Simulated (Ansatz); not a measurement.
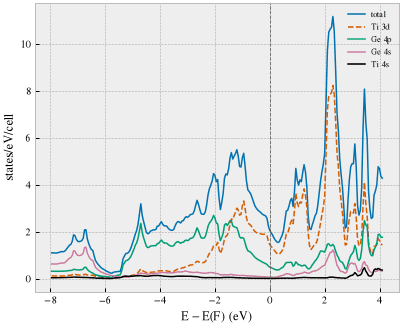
Total and projected density of states of TiGe₂ in space group Fddd (No. 70; Ti on 8b, Ge on 16f), PBEsol (plane waves, PAW; program Ansatz)

Task: Which orbitals carry the states next to the Fermi level?

Result: Within 0.5 eV of the Fermi level: Ti 3d 68 %, Ge 4p 25 %. Projections are on Löwdin-orthogonalised atomic valence shells; empty p or d shells of many metals are not among them.

Task: Where is the tallest occupied peak in this window, and what makes it?

Result: Near -1.2 eV, about 5.5 states/eV per cell; the largest projected share is Ti 3d.

The first step of the workflow began from a Materials Project structure, measured or hypothetical; the Crystallography Open Database files this formula in space group No. 70, but the cells were not matched. Whether it is the stable phase at ambient conditions was not checked. Symmetry was held in the PBEsol relaxation; of distortions, only those at the zone centre were tested. The run is not spin-polarised. Spin–orbit coupling is left out wherever it is not named.

Potentials: the later of the program's two PAW sets.
